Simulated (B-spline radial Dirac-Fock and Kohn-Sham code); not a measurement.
Hg⁴⁺, configuration [Xe] 4f14 5d8. Method: independent-particle rates on relativistic LDA orbitals of the hole state (multipoles to L = 3), energies from Dirac–Fock ΔSCF (computed with a B-spline radial code). Widths ruled by Coster–Kronig decay come out up to twice the measured ones in this model.

Before looking at the plot, say what to expect. Its caption: X-ray emission lines that fill an N2 (4p1/2) hole, broadened by a Lorentzian of 19 eV full width. Multiplet splitting by the open shell is left out.

The strongest line is N2-N4 at 304.9 eV with 80.1 % of the photons, then N2-O1 at 561.9 eV (17 %), N2-O4 at 682.8 eV (2.6 %), N2-N6 at 584.6 eV (0.14 %). The hole has a width of 12.5 eV and a fluorescence yield of 2.22 × 10⁻⁴.

The result:

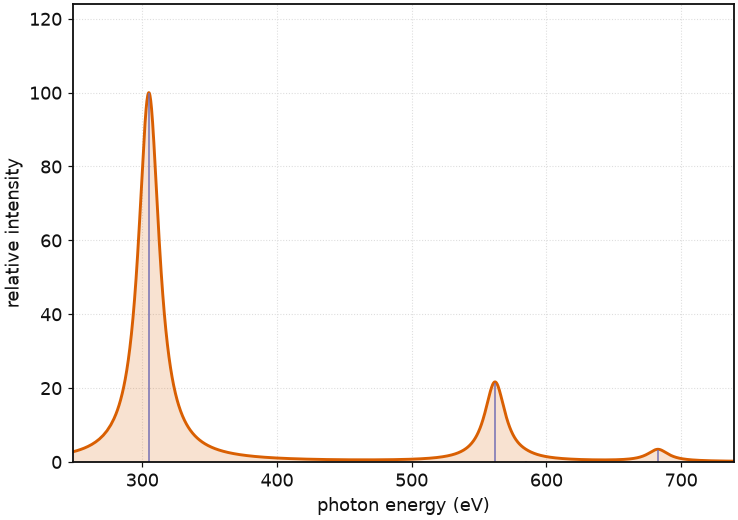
